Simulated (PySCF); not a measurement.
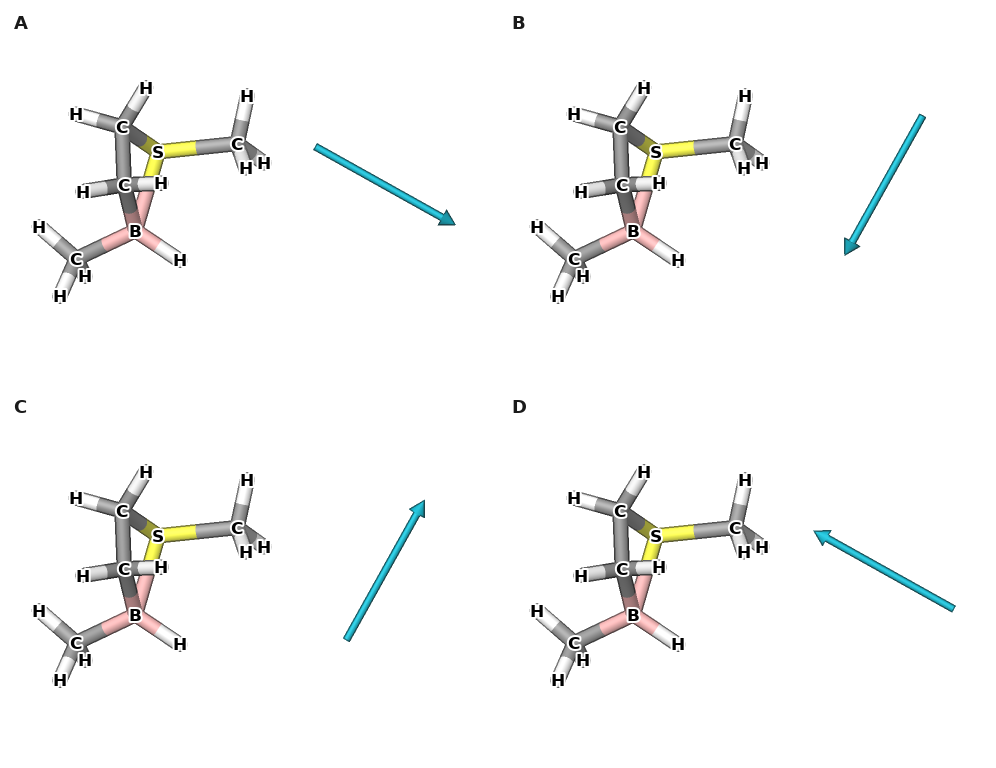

The same molecule four times, each with an arrow. Computed geometry: GFN2-xTB optimisation. No frequency run is at hand to confirm it as a minimum. Level of theory: PBE0/pcSseg-1, gas phase (PySCF 2.14.0).

Which arrow points along the dipole moment, from the negative to the positive end?

Answer. C. The dipole moment is 3.06 D.

The geometry is semi-empirical. Around B such bond lengths and angles can be off by a tenth of an ångström or more and by several degrees, and values that hang on the shape move with them.
